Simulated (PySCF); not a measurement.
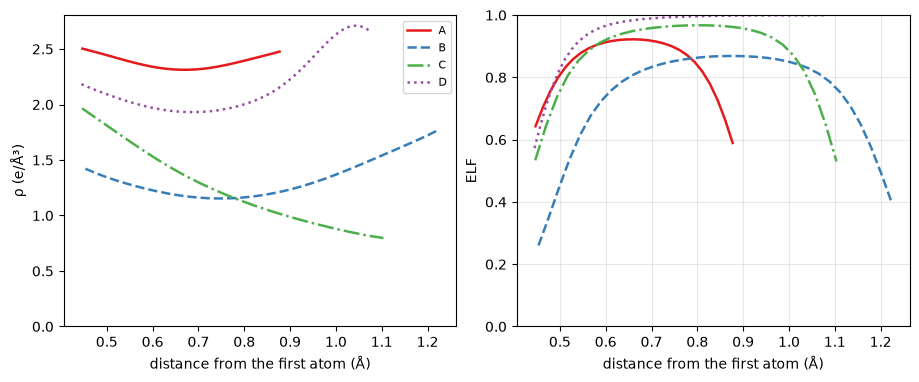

The picture shows: C6H13ClSi. Total electron density and electron localisation function along straight lines between neighbouring atoms. The curves leave out the atomic cores.

Geometry: GFN2-xTB.

Method: PySCF 2.14.0, PBE0/pcSseg-1, SCF density, gas phase, non-relativistic.

Input file:

```
{"job": {"kind": "nmr", "xc": "PBE0", "basis": "pcSseg-1"}, "charge": 0, "multiplicity": 1}
C      3.293953    -0.517040     0.864754
C      2.467865    -0.392136    -0.162193
Si     1.255380     1.022389    -0.403300
C     -0.522995     0.283515    -0.457109
C     -1.576926     1.337493    -0.741453
Cl    -0.487142    -0.834239    -1.884609
C     -0.835255    -0.545924     0.784112
C     -2.211825    -1.204208     0.791293
H      3.324546     0.210886     1.659431
H      3.976964    -1.347636     0.963337
H      2.484504    -1.156881    -0.929886
H      1.320821     1.973524     0.713064
H      1.482817     1.693468    -1.684847
H     -1.668700     1.995626     0.120595
H     -2.546927     0.888357    -0.945461
H     -1.293644     1.937379    -1.603517
H     -0.070635    -1.320571     0.880898
H     -0.744590     0.114121     1.651470
H     -2.365489    -1.773146    -0.122802
H     -3.001749    -0.462728     0.880473
H     -2.289894    -1.885305     1.635643
```

Run with:

```sh
OMP_NUM_THREADS=1 python probes_run.py task.json out
```

Which curve belongs to which contact (C–C, C–Cl, C–H and C–Si)? The first atom named is at distance zero.

Curve A: C–C (1.32 Å): ρ at the midpoint is about 2.3 e/Å³; the ELF peaks at about 0.90 between the atoms (a multiple bond). Curve B: C–Cl (1.81 Å): ρ is about 1.2 e/Å³ halfway; the ELF peaks at about 0.85 between the atoms (a shared electron pair). Curve C: C–Si (1.88 Å): ρ at the midpoint is about 0.94 e/Å³; the ELF peaks at about 0.95 between the atoms; localised, covalent bonding. Curve D: C–H (1.08 Å): ρ at the midpoint is about 2 e/Å³; the ELF climbs to about 1 towards the hydrogen, as it does in any bond to H; an ordinary covalent bond to hydrogen.
